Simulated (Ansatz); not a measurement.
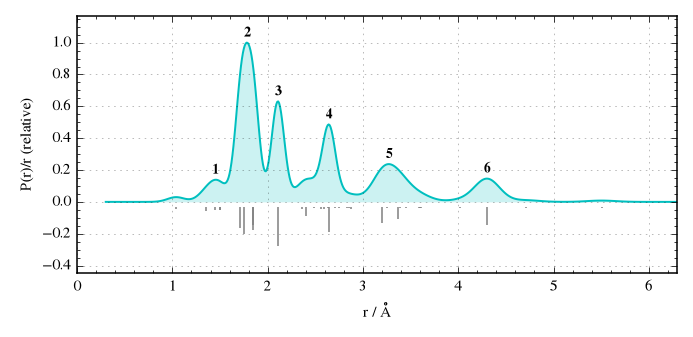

Simulated gas electron diffraction: radial distribution curve of AlFH₅NSSi. Each pair of atoms contributes with weight ZᵢZⱼ/r (bars below the curve); damping constant 0.001 Å²; vibrational amplitudes assumed, not computed: 0.05 Å for bonds, 0.078 Å for bonds to H, 0.06 + 0.015 r up to 0.15 Å for other pairs. The geometry is the end point of an optimisation (RKS PBE0-D4/STO-3G in Ansatz); it may be a saddle point or a higher isomer. SMILES: F[SiH](S)[NH][AlH2].

Q: Read the positions of the numbered peaks and name the main pairs (– for bonds).

A: Peak 1, 1.45 Å: S–H 1.35 Å, Si–H 1.45 Å, Al–H 1.50 Å (×2), not resolved
Peak 2, 1.78 Å: Si–N 1.71 Å, Si–F 1.75 Å, Al–N 1.84 Å, Al–F 1.84 Å, not resolved
Peak 3, 2.11 Å: S–Si 2.11 Å
Peak 4, 2.64 Å: F···N 2.40 Å, F···H 2.48–2.71 Å (×3), Si–Al 2.64 Å, not resolved
Peak 5, 3.27 Å: S···F 3.20 Å, S···N 3.37 Å, not resolved
Peak 6, 4.30 Å: S···Al 4.30 Å
